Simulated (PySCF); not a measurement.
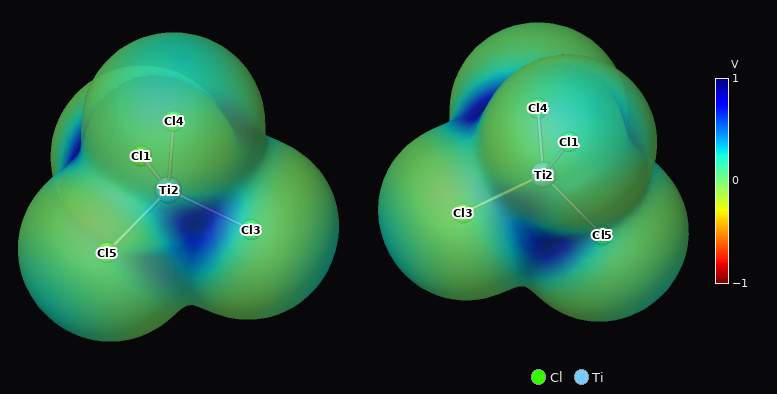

*Cl4Ti, SMILES `Cl[Ti](Cl)(Cl)Cl`. Electrostatic potential on the surface of electron density 0.001 a.u. (back view left, front view right).*

PySCF calculation, r2SCAN/def2-SVPD, gas phase; geometry: GFN2-xTB. This is a single-reference result, which may miss multireference character in this system. No frequency check shows the geometry to be a minimum. GFN2-xTB bond lengths at metals and heavier atoms can be off by up to 0.1 Å and shapes distorted, which carries into these values.

Cartesian coordinates (Å):

```
Cl1      1.4557    0.9233    1.2188
Ti2      0.0000    0.0000    0.0000
Cl3     -1.4557   -0.9233    1.2188
Cl4     -0.9233    1.4556   -1.2188
Cl5      0.9233   -1.4556   -1.2188
```

> Where are the extremes of the potential on the surface?

Highest: 0.93 V, off the Cl1–Ti2 bond (2.2 to 2.4 Å from its atoms), and at like points elsewhere. Further maxima include 0.26 V, 2.0 Å from Cl5. Lowest: −0.03 V, 2.1 Å from Cl3, and at like points elsewhere. The surface is sampled at points, so like sites can differ by a few per cent and only the strongest of them is named.

> Does Cl5 carry a σ-hole?

Yes: a local maximum of +0.26 V lies on the extension of the Ti2–Cl5 bond.
